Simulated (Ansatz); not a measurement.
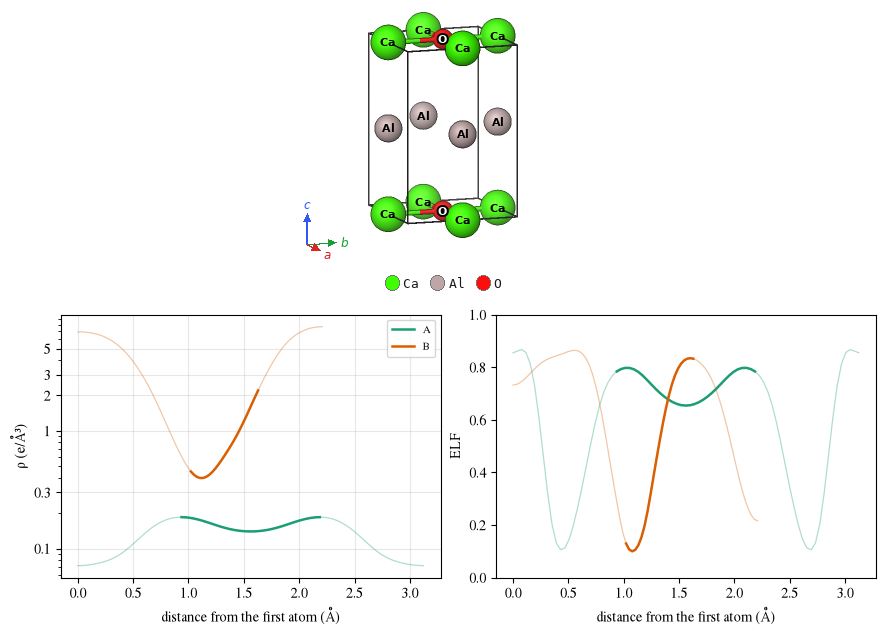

Ca2Al2O. Valence charge density (pseudo) and electron localisation function along straight lines between neighbouring atoms. Thin, pale parts lie inside the atomic spheres. The structure is drawn too.

Space group P4/mmm; a structure generated by program, which may or may not match a known phase.

These are results of DFT PBE, scalar-relativistic, plane waves, PAW (Ansatz 0.2.0), not measurements.

The density is the valence pseudo-density of a PAW calculation; it isn't the true density close to the nuclei.

```
CELL_PARAMETERS angstrom
4.41729 0.00000 0.00000
0.00000 4.41729 0.00000
0.00000 0.00000 6.62834
ATOMIC_POSITIONS crystal
Ca 0.50000 0.00000 0.00000
Ca 0.00000 0.50000 0.00000
Al 0.50000 0.00000 0.50000
Al 0.00000 0.50000 0.50000
O 0.50000 0.50000 0.00000
```

Q: Which curve belongs to which contact (Al–Al and Ca–O)? The first atom named is at distance zero.

A: Curve A: Al–Al (3.12 Å): the density is about 0.14 e/Å³ at the midpoint; the ELF peaks at about 0.80 between the atoms. Curve B: Ca–O (2.21 Å): ρ at the midpoint is about 0.4 e/Å³; the ELF peaks at about 0.85 in the valence shell of O, 0.6 Å from its nucleus, and drops to about 0.10 between the two atoms (no shared electron pair shows on this line).
